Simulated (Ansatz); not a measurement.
# SiC: 4 layers

Base system: SiC in the wurtzite structure (space group P6_3mc, No. 186; a = 3.0755 Å, c = 5.0486 Å). Axes: x lies along a and z along c of the hexagonal cell.

One thing is altered: a free-standing slab of 4 layers (16 atoms, 4 a layer) is cut normal to the y axis, with 15 Å of vacuum and the in-plane cell held at bulk.

Method: plane-wave PAW DFT at the r2SCAN level (Ansatz, a quantum-chemistry and plane-wave program, 500 eV), scalar-relativistic without spin-orbit coupling, earlier PAW set. Settings: 11×7×1 k-points, 0.05 eV Fermi–Dirac smearing, for the changed cell.

The layer's space group (with vacuum) comes out as Pmc2_1 (No. 26) and the shortest interatomic distance shrinks by 0.157 Å, from 1.883 Å to 1.726 Å. The band gap shrinks by 0.98 eV (2.65 eV → 1.67 eV) and the gap character amounts to indirect, k = (0.091, 0, 0) in the run's primitive reciprocal basis → X–U (80 % along). The smallest direct gap decreases by 2.37 eV (4.48 eV → 2.11 eV) and the excess energy per area of both faces (slab less bulk energy over the cell's area: twice a surface energy) is 5.20 J/m². The thickness between the outermost nuclei is 8.69 Å and the change of the spacing d12 from its bulk value of 0.888 Å is -25.3 %. The change of the spacing d23 from its bulk value of 1.776 Å comes out as +3.9 %.

Final structure:

```xyz
16
Lattice="3.0755 0.0000 0.0000 0.0000 5.0486 0.0000 0.0000 0.0000 23.8781" Properties=species:S:1:pos:R:3 pbc="T T T"
Si     1.5377     5.1631     7.7456
C      1.5377     1.8340     7.5928
Si     3.0755     2.4758     8.3159
C      3.0755     4.3647     8.3482
Si     3.0755     5.0697    10.1830
C      3.0755     1.9069    10.1718
Si     4.6132     2.5246    11.0428
C      4.6132     4.4244    11.0403
Si     4.6132     5.0489    12.8354
C      4.6132     1.9001    12.8378
Si     6.1510     2.5454    13.6952
C      6.1510     4.4312    13.7063
Si     6.1510     5.0001    15.5622
C      6.1510     1.8404    15.5299
Si     7.6887     2.6388    16.1325
C      7.6887     4.3583    16.2853
```

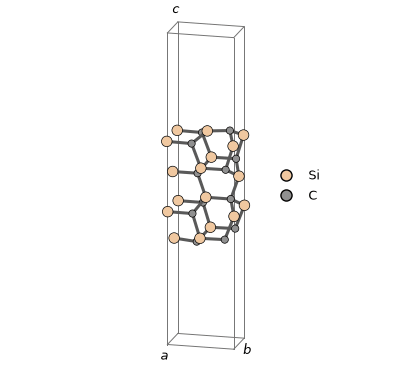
*The relaxed cell after the change*

Slab and bulk use different k-meshes, which limits the precision of the excess energy. Stability against distortions was not tested. k-point labels follow each cell's own Brillouin zone.
